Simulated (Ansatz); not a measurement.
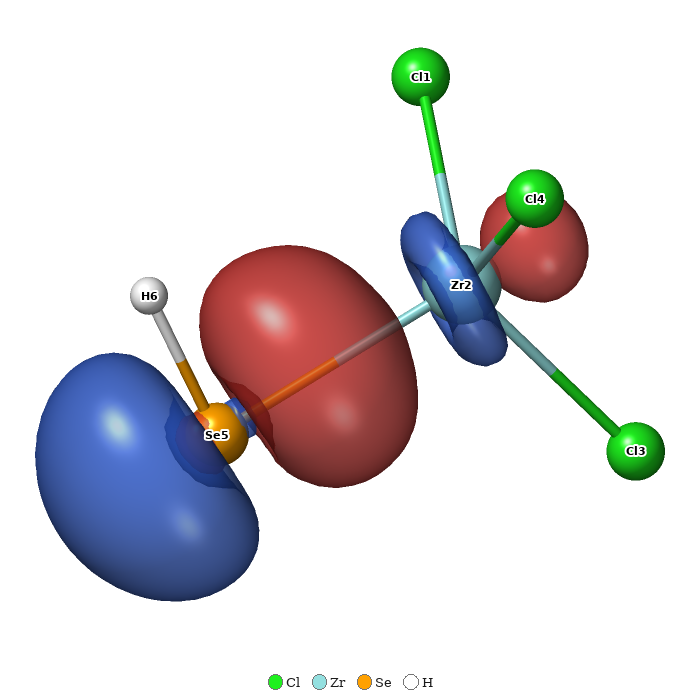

Figure 1: Cl3HSeZr (SMILES [Cl][Zr]([Cl])([Cl])[SeH]). The HOMO−1 at ±0.15 Å⁻³ᐟ² (blue and red are the two phases), seen at an oblique angle.

Geometry: PBE0-D4/def2-TZVP; core potentials replace the inner electrons of Zr.

Computed with RKS PBE0-D4/def2-TZVPP in Ansatz 0.2.0.

Input

```
crystal:
  periodic: [false, false, false]
  atoms:
    - {symbol: Cl, position_ang: [-1.444899, 1.325235, -1.420334]}
    - {symbol: Zr, position_ang: [0.005656, -0.229416, -0.487890]}
    - {symbol: Cl, position_ang: [-0.436134, -2.381304, -1.214564]}
    - {symbol: Cl, position_ang: [2.186031, 0.421308, -0.949352]}
    - {symbol: Se, position_ang: [-0.334883, -0.283689, 2.036479]}
    - {symbol: H, position_ang: [0.024230, 1.147876, 2.035651]}
basis:
  gaussian: {orbitals: def2-TZVPP}
hamiltonian: {xc: pbe0, dispersion: d4}
output: {orbitals: {seedname: orbitals}}
```

Run with:

```sh
ansatz run in.yaml --threads 4 --pin off --events-out ev --progress --plain --max-ram 11315MiB
```

Question: What is the character of this orbital?

Answer: It lies mainly on Se5 (about 70 %) and Zr2 (about 20 %). Its energy is −8.91 eV.
